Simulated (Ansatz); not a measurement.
C2H3InS

The calculation's input:

```
crystal:
  periodic: [false, false, false]
  atoms:
    - {symbol: C, position_ang: [-0.916217, 0.555408, -0.365904]}
    - {symbol: C, position_ang: [-0.038610, 0.682155, 0.639510]}
    - {symbol: In, position_ang: [1.125059, -1.008064, 0.124941]}
    - {symbol: S, position_ang: [-0.730458, -0.785755, -1.513039]}
    - {symbol: H, position_ang: [-1.755984, 1.229244, -0.537014]}
    - {symbol: H, position_ang: [-0.069097, 1.465017, 1.387421]}
    - {symbol: H, position_ang: [2.385308, -2.138014, 0.264094]}
basis:
  gaussian: {orbitals: def2-TZVPP}
hamiltonian: {xc: pbe0, dispersion: d4}
output: {orbitals: {seedname: orbitals}}
```

Run with:

```sh
ansatz run in.yaml --threads 2 --pin off --events-out ev --progress --plain --max-ram 4352MiB
```

Geometry: PBE0-D4/def2-TZVP; core potentials replace the inner electrons of In.

Computed with Ansatz 0.2.0, RKS PBE0-D4/def2-TZVPP.

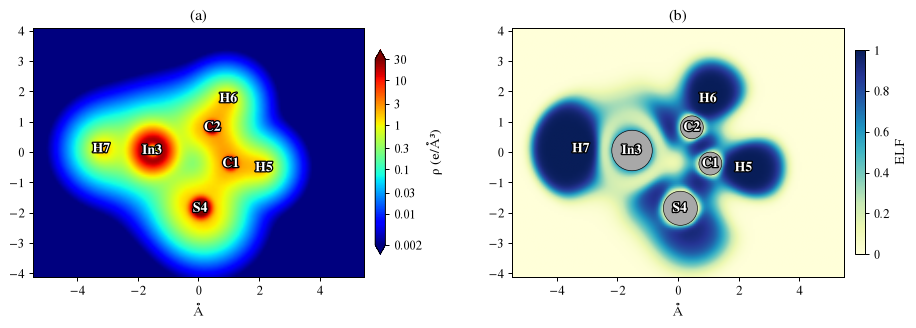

Figure 1. (a) electron density; (b) electron localisation function on the molecular plane. Grey discs cover the atomic cores in the ELF map.

Question: Describe what can be read from this map.

Answer: The plane passes through C, In, S and H nuclei. C–C (1.34 Å): the density is about 2.3 e/Å³ at the midpoint; the ELF peaks at about 0.90 between the atoms (a multiple bond). C–S (1.77 Å): ρ at the midpoint is about 1.3 e/Å³; the ELF peaks at about 0.90 between the atoms (localised, covalent bonding). C–In (2.12 Å): ρ at the midpoint is about 0.71 e/Å³; the ELF peaks at about 0.85 in the valence shell of C, 0.7 Å from its nucleus, and drops to about 0.20 between the two atoms. In–S (2.49 Å): ρ is about 0.48 e/Å³ halfway; the ELF peaks at about 0.80 in the valence shell of S, 0.9 Å from its nucleus, and drops to about 0.15 between the two atoms. C–H (1.08 Å): ρ at the midpoint is about 2 e/Å³; the ELF climbs to about 1 towards the hydrogen, as it does in any bond to H; a covalent bond by its length. The ELF also peaks beside S4, away from the bonds: lone-pair regions.

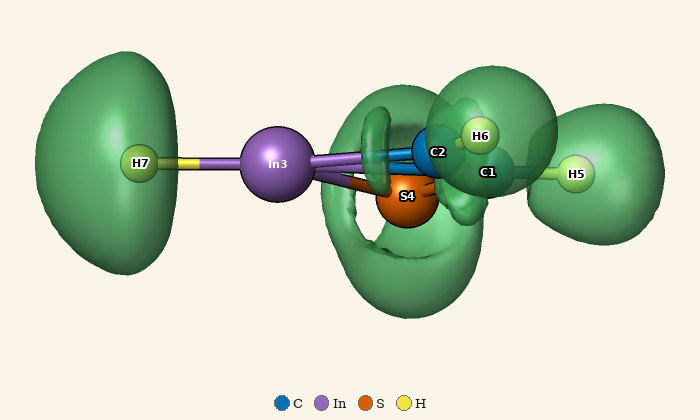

Figure 2. Isosurface of the ELF at 0.85 (green), seen from one side. Core shells and regions of very low density are left out.

Question: What do the ELF domains correspond to?

Answer: The surface consists of one region between bonded C–C atoms (shared pairs), one region between bonded C–S atoms (shared pairs), three regions around hydrogen nuclei, one lobe on C, pointing away from the bonds (lone pairs) and one region wrapped around S (its valence shell).

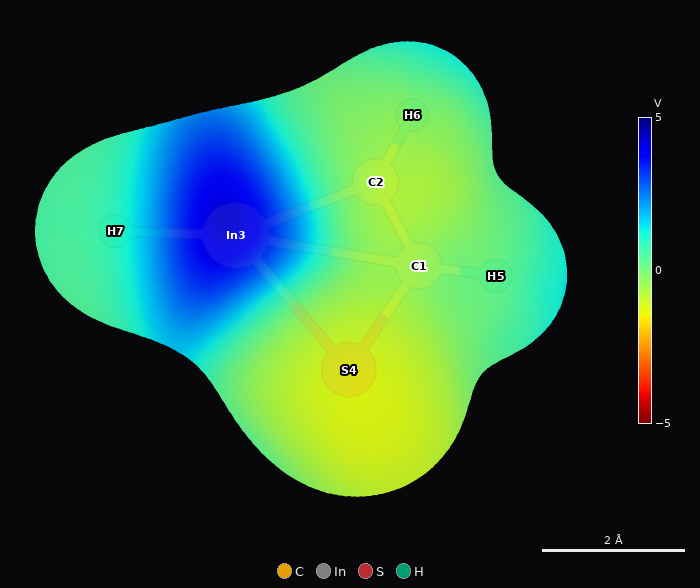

Figure 3. The electrostatic potential painted on the density surface at 0.004 e/bohr³, seen across its widest extent; red is negative and blue positive.

Question: Describe the electrostatic potential map.

Answer: The most negative region (about −1.3 V) lies over S4, the most positive (about +4.1 V) over In3.
